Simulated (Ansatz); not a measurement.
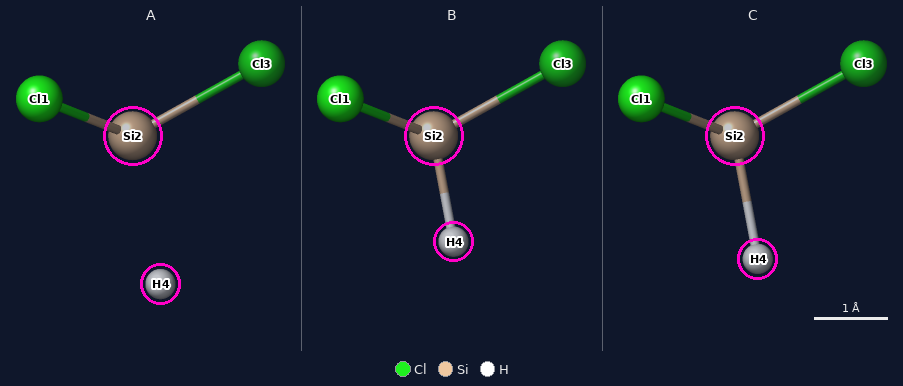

Energy scan for SiHCl2 (multiplicity 2), in which the Si2–H4 distance is varied, with the rest of the molecule carried along rigidly. Style: ball-and-stick. Shown at a tilt. The ringed atoms are those of the scanned coordinate.

Computed with Ansatz: wB97M-V, basis def2-TZVPP, on geometries moved rigidly from the minimum at PBE0-D4/def2-TZVP. Energies are counted from the PBE0-D4/def2-TZVP minimum geometry at the same level.

Order these geometries by energy, lowest first.

Lowest first: B (the distance 1.488 Å, 0.000 eV), C (the distance 1.730 Å, 0.371 eV), A (the distance 2.084 Å, 1.332 eV). Over the whole scan: the lowest computed point lies at the distance 1.488 Å (0.000 eV). The curvature at the lowest point is about 17 eV/Å² (2.8 mdyn/Å). The well is steeper on the short side, as for any bond.
